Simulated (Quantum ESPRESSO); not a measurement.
# Voltage at the next charge: Pd(111), 5 layers against an electrode

How the rows were computed: Quantum ESPRESSO 7.5, PBE, GBRV ultrasoft; ESM with bc3, a metal electrode 6.94 Å above the top atoms; cell area 6.552 Å²; ions fixed. V is the potential energy of an electron at the electrode over the slab's Fermi level, divided by e, so that it equals the work function at zero charge; positive charge removes electrons.

```
charge (e a cell)  V (V)
                0  5.269
           0.0098  6.735
           0.0197  8.227
```

**Question.** What is V at a charge of 0.0393 e, and what capacitance do the rows imply?

By hand: The last two rows give dV/dq = (8.227 − 6.735)/(0.0197 − 0.0098) = 150.7 V/e, so C = 1602/(6.552 × 150.7) = 1.62 µF/cm², an effective gap of 8.854/1.62 = 5.46 Å. At constant C, V = 8.227 + 150.7 × 0.0196 = 11.18 V.

**The withheld run.** V = 11.213 V; the estimate misses by −0.03 V, 1.1 % of the step. Over the three intervals C goes 1.63, 1.62 and 1.61 µF/cm².

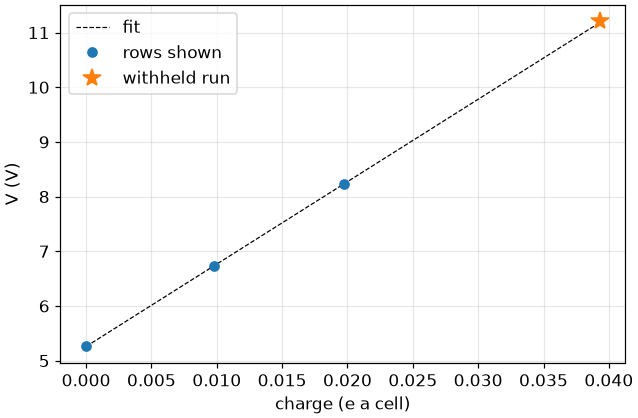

The rows shown, the fit and the withheld run.

**Limits.** Vacuum fills the gap; a dielectric or electrolyte would change C. The slab is thin.

[Logs are printed without paths, hosts, clocks, repeated set-up lines and the standing remarks that a program may print on its own settings, such as how far it seeks lower states.]
